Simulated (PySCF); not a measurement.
SMILES CO[Si](OC)(OC)[O][Al]([OH])[OH], GFN2-xTB optimised geometry. Atoms within 1.6 Å of the plane z = 0.0 Å (x, y, z in Å): Si1 (-1.23, 1.66, 0.03), O2 (0.06, 2.61, -0.18), C3 (1.32, 2.44, 0.43), O4 (-2.30, 1.97, -1.15), O6 (-1.93, 2.02, 1.44), O8 (-0.81, 0.09, 0.00), Al9 (-0.03, -1.39, 0.00), O10 (1.63, -1.39, 0.00), O11 (-0.89, -2.81, -0.01), H12 (1.27, 2.76, 1.47), H13 (2.03, 3.07, -0.12), H14 (1.63, 1.40, 0.38), H20 (-3.94, 1.61, 1.35), H21 (2.30, -2.05, -0.01), H22 (-1.80, -3.07, -0.02).

Method: CAM-B3LYP/def2-SVP run with PySCF. Cells within 0.4 Å of a nucleus heavier than hydrogen are left out (blank, or x).

Map of the HOMO−1 amplitude (bohr^(-3/2)) on the plane z = 0.0 Å; orbital energy -9.28 eV, overall sign arbitrary:

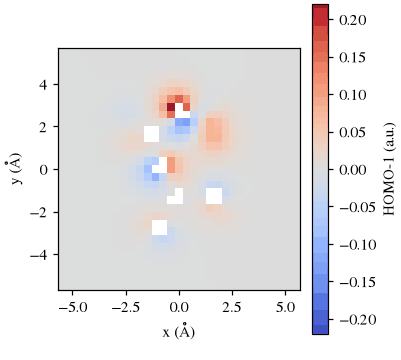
Fig. 1. HOMO−1 amplitude (bohr^(-3/2)) on the plane z = 0.0 Å.
